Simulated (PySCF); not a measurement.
```xyz
12

C     1.3737    0.5674    0.4800
C     0.1422   -0.2986    0.4748
C    -0.3336   -0.8553   -0.8845
P    -1.4856    0.3085   -0.0900
S    -3.2258   -0.1471    0.6203
H     1.3276    1.3031   -0.3208
H     1.4781    1.0916    1.4279
H     2.2592   -0.0491    0.3269
H     0.0883   -1.0100    1.2955
H     0.2326   -0.5476   -1.7530
H    -0.6308   -1.8968   -0.9074
H    -1.2248    1.5332   -0.6958
```

Geometry: GFN2-xTB.

Theory: PBE0/pcSseg-1, SCF density, gas phase, non-relativistic in PySCF 2.14.0.

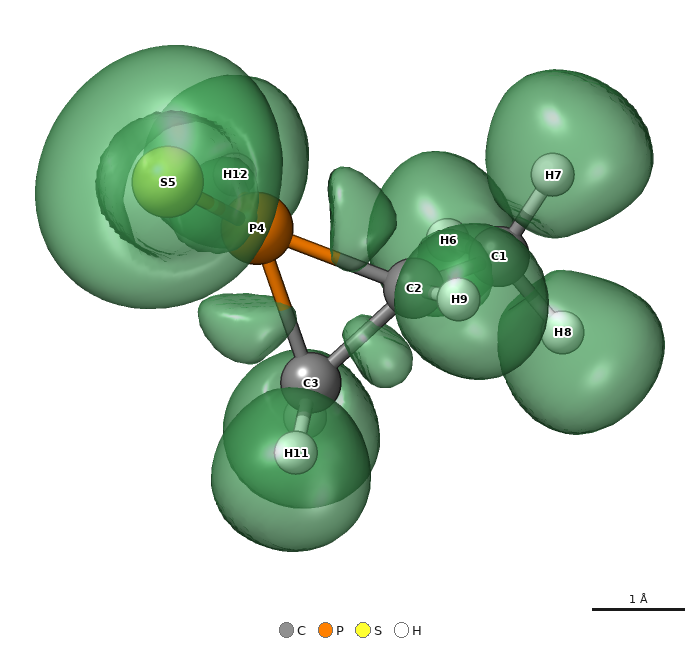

C$_{3}$H$_{7}$PS. Isosurface of the ELF at 0.8 (green), seen at a tilt. Only the valence region is drawn (cores and ρ < 0.01 e/Å³ removed).

### Identify the bonds, lone pairs and shells in this picture.

At this value the surface marks out two regions between bonded C–C atoms (shared pairs), two regions between bonded C–P atoms (shared pairs), one region between bonded P–S atoms (shared pairs), seven regions around hydrogen nuclei and one ring or bowl of non-bonding electrons around S. Along the contacts the grid gives the following. C–C (1.51 Å): the ELF peaks at about 0.95 between the atoms: a shared electron pair. C–P (1.82 Å): the ELF peaks at about 0.85 between the atoms; a covalent bond.
